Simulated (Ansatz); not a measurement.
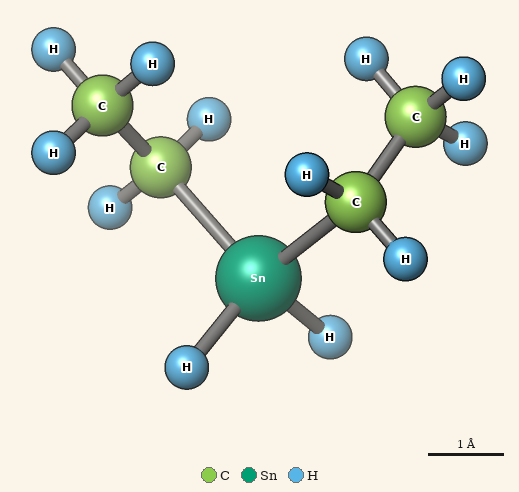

Starting structure of C4H12Sn. Style: ball-and-stick. Shown at a tilt.

The start comes from PBE-D4/def2-SVP.

The calculation used RKS PBE0-D4/def2-TZVP in Ansatz 0.2.0.

The input:
```yaml
crystal:
  periodic: [false, false, false]
  atoms:
    - {symbol: C, position_ang: [0.728410, 1.265355, -1.743952]}
    - {symbol: C, position_ang: [1.414135, 1.003861, -0.401274]}
    - {symbol: Sn, position_ang: [1.031028, -1.000869, 0.386360]}
    - {symbol: C, position_ang: [-1.134183, -1.284303, 0.520189]}
    - {symbol: C, position_ang: [-1.834198, -0.191207, 1.330496]}
    - {symbol: H, position_ang: [0.927919, 2.293927, -2.115509]}
    - {symbol: H, position_ang: [1.075514, 0.564322, -2.531699]}
    - {symbol: H, position_ang: [-0.374681, 1.156054, -1.676190]}
    - {symbol: H, position_ang: [2.514339, 1.127184, -0.475643]}
    - {symbol: H, position_ang: [1.068112, 1.718421, 0.374734]}
    - {symbol: H, position_ang: [1.739804, -1.167284, 1.965357]}
    - {symbol: H, position_ang: [1.726996, -2.190438, -0.673634]}
    - {symbol: H, position_ang: [-1.513903, -1.319632, -0.522353]}
    - {symbol: H, position_ang: [-1.311432, -2.289592, 0.955068]}
    - {symbol: H, position_ang: [-2.932645, -0.354629, 1.381116]}
    - {symbol: H, position_ang: [-1.465651, -0.148049, 2.376854]}
    - {symbol: H, position_ang: [-1.678664, 0.816478, 0.890380]}
basis:
  gaussian: {orbitals: def2-TZVP}
hamiltonian: {xc: pbe0, dispersion: d4}
relax: {f_tol: 0.005, max_steps: 150}
```

Launched with:
```bash
ansatz run in.yaml --threads 4 --pin off --events-out ev --progress --plain --max-ram 11315MiB
```

Predict the outcome.

The atom that moves furthest after the best rigid fit is H7 (0.047 Å). By element the largest moves are H 0.047 Å, C 0.031 Å, Sn 0.023 Å. Among the contacts that change: C2–Sn3 2.188 → 2.154 Å, Sn3–H11 1.739 → 1.717 Å, C1–H6 1.112 → 1.095 Å, C1–C2 1.530 → 1.522 Å. After 5 geometry steps the energy has fallen by 1.66 kcal/mol. The largest force component goes from 0.54 to 0.0017 eV/Å. The run took 42 s on 4 threads of Arm Neoverse V1 (shared host).

History of the run:

| step | E − E(0), kcal/mol | largest force component, eV/Å |
| --- | --- | --- |
| 0 | 0.00 | 0.5432 |
| 1 | -1.43 | 0.2056 |
| 2 | -1.62 | 0.0715 |
| 3 | -1.65 | 0.0184 |
| 4 | -1.65 | 0.0056 |
| 5 | -1.66 | 0.0017 |

Final geometry:

```xyz
17

C     0.7144    1.2464   -1.7237
C     1.3990    0.9915   -0.3884
Sn    1.0158   -0.9835    0.3823
C    -1.1159   -1.2707    0.5050
C    -1.8109   -0.1861    1.3158
H     0.9142    2.2572   -2.0932
H     1.0553    0.5478   -2.4926
H    -0.3716    1.1396   -1.6496
H     2.4815    1.1135   -0.4728
H     1.0619    1.7069    0.3665
H     1.7084   -1.1567    1.9435
H     1.7138   -2.1523   -0.6634
H    -1.5004   -1.3009   -0.5179
H    -1.2959   -2.2586    0.9357
H    -2.8928   -0.3461    1.3600
H    -1.4463   -0.1553    2.3462
H    -1.6496    0.8069    0.8868
```
